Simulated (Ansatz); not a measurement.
# FI3Si (SMILES F[Si](I)(I)I): what the fields show

```csv
atom,x (Å),y (Å),z (Å)
F,-0.6917,-0.0241,1.5696
I,1.7294,-1.6735,0.0754
I,-1.7882,-0.5703,-1.4823
I,0.8362,2.2096,-0.2987
Si,-0.0358,-0.0154,0.0947
```

Geometry: PBE0-D4/def2-SVP; core potentials replace the inner electrons of I.

Method: Ansatz, isolated molecule in a Gaussian basis; Kohn-Sham density functional theory, functional PBE0.

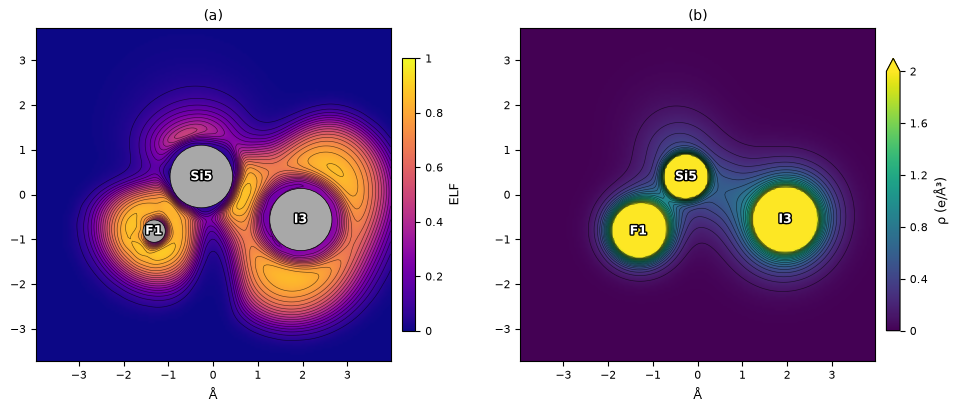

Figure 1. (a) ELF; (b) electron density on the plane of atoms F1, Si5 and I3. Grey discs cover the atomic cores in the ELF map.

> What do the fields say about this system?

- The plane passes through F, I and Si nuclei.
- Si–F (1.61 Å): the density is about 1.1 e/Å³ at the midpoint; the ELF peaks at about 0.85 in the valence shell of F, 0.6 Å from its nucleus, and is about 0.45 at the midpoint.
- Si–I (2.42 Å): the density is about 0.67 e/Å³ at the midpoint, with its minimum of 0.59 e/Å³ about 0.8 Å from Si; the ELF peaks at about 0.85 between the atoms (a shared electron pair).
- The ELF also peaks beside I3 and F1, away from the bonds: lone-pair regions.

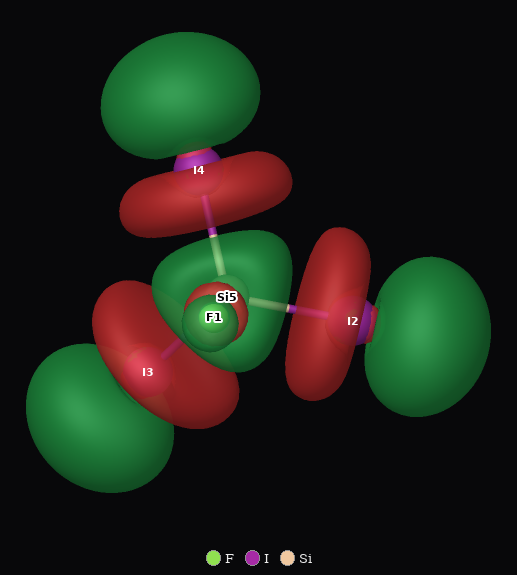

Figure 2. One frontier orbital at ±0.05 Å⁻³ᐟ² (green and red are the two phases), seen at an oblique angle.

> Which orbital is it: HOMO or LUMO?

The LUMO, at −2.32 eV. By Hirshfeld shares it lies mainly on Si5 (about 25 %), I2 (about 25 %), I4 (about 25 %) and I3 (about 25 %).

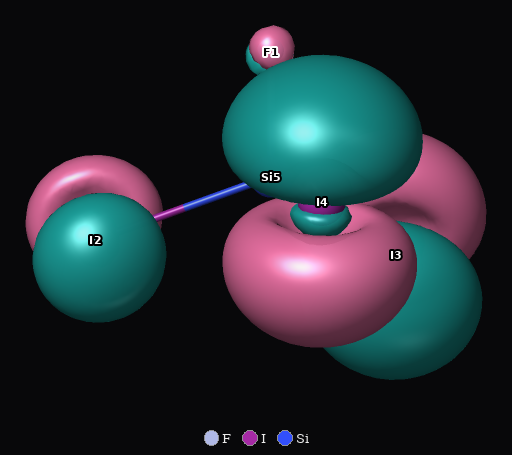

Figure 3. The HOMO−1 at ±0.1 Å⁻³ᐟ² (teal and pink are the two phases), seen from one side.

> Describe this orbital and give its energy.

Its weight (Hirshfeld) is mainly on I4 (about 50 %), I3 (about 30 %) and I2 (about 10 %); largely a combination of lone pairs on I4, I3 and I2. It is one of a degenerate set, so its orientation is arbitrary. Its energy is −8.09 eV.
